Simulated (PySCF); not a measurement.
## Electronic structure of C$_{7}$H$_{7}$O (doublet) in real space

```tsv
atom	x (Å)	y (Å)	z (Å)
C	2.6518	0.2849	0.2239
C	1.6883	-0.3060	-0.5063
C	0.2984	-0.1787	-0.2564
C	-0.7269	-0.7984	-1.0173
C	-1.9534	-0.4883	-0.5353
C	-1.8418	0.4086	0.6441
C	-0.3340	0.5974	0.8079
O	0.1935	1.2723	1.6711
H	3.6944	0.1540	-0.0105
H	2.4024	0.9067	1.0657
H	1.9597	-0.9299	-1.3516
H	-0.5322	-1.4317	-1.8660
H	-2.8959	-0.8266	-0.9277
H	-2.3343	1.3711	0.4892
H	-2.2743	-0.0275	1.5473
```

Geometry: GFN2-xTB.

Computed with PySCF, UKS B3LYP, pcH-1 on C H O, non-relativistic, mean-field spin-orbit, GIAO.

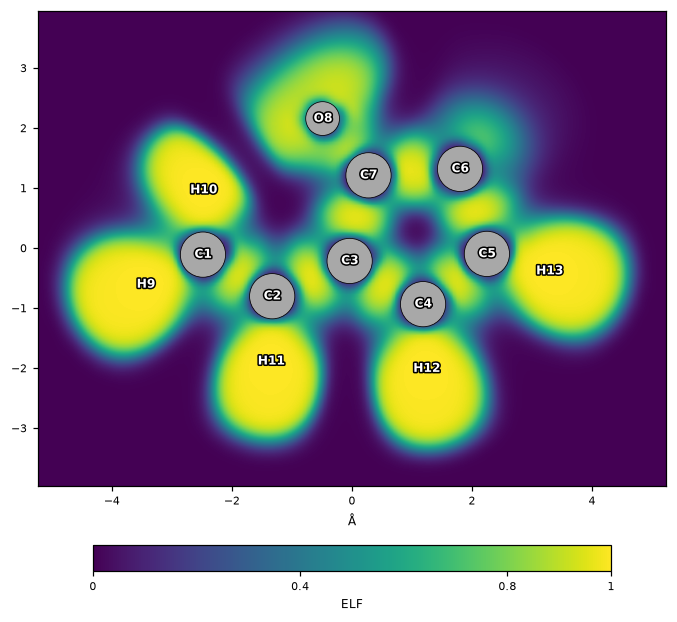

Figure 1. ELF on the plane of atoms C4, C3 and C7. Grey discs cover the atomic cores.

What does the map show?

Answer. The plane passes through C, O and H nuclei. C–O (1.22 Å): the ELF peaks at about 0.85 between the atoms: a multiple bond. C–C (1.35 Å): the ELF peaks at about 0.95 between the atoms: localised, covalent bonding. C–H (1.08 Å): the ELF climbs to about 1 towards the hydrogen, as it does in any bond to H; a covalent bond by its length. C–C (1.42 Å): the ELF peaks at about 0.95 between the atoms; a covalent bond. C–C (1.46 Å): the ELF peaks at about 0.95 between the atoms (a shared electron pair). The ELF also peaks beside O8, away from the bonds: non-bonding electrons, paired or unpaired.

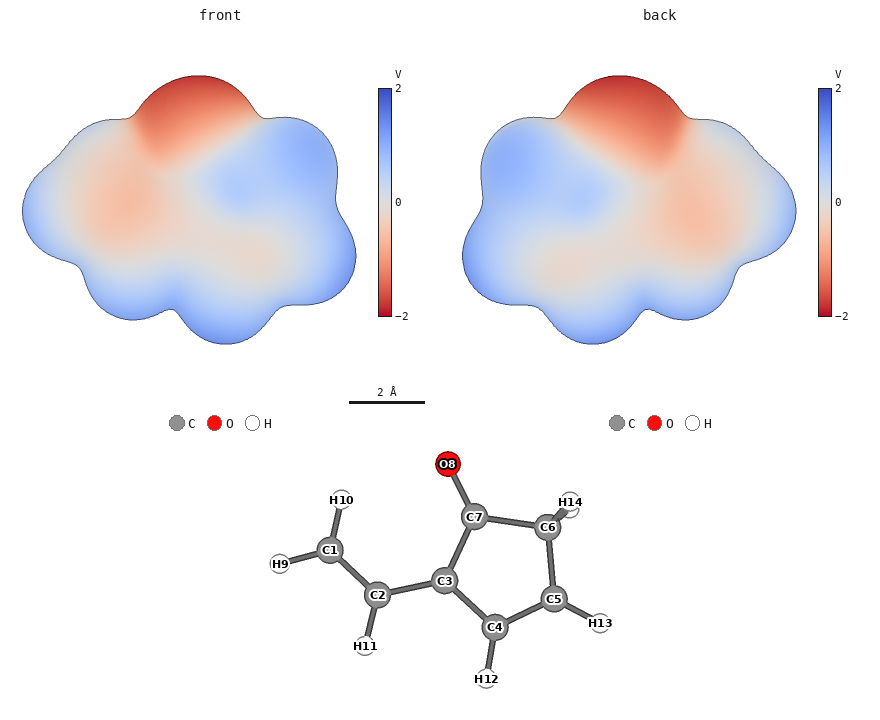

Figure 2. The electrostatic potential painted on the density surface at 0.002 e/bohr³, seen from the front and from behind; red is negative and blue positive. The bare structure is drawn below in the same view.

Describe the electrostatic potential map.

Answer. The most negative region (about −1.8 V) lies over O8, the most positive (about +1.2 V) over H12 and H13. O8 is the likeliest acceptor of a hydrogen bond.

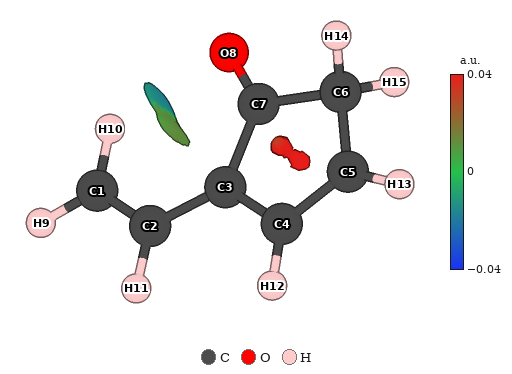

Figure 3. Non-covalent interaction (NCI) plot: the surface where the reduced density gradient is 0.5, for densities under 0.05 a.u., coloured by sign(λ₂)ρ; seen at a tilt.

What holds or crowds the atoms apart from the covalent bonds?

Answer.
- Between H10 and C1 on one side and O8 on the other: a weak contact, attractive (blue-green) on one side and crowded (olive to red) on the other
- Inside the ring or cage of C3, C4, C5, C6 and C7: steric crowding (red)
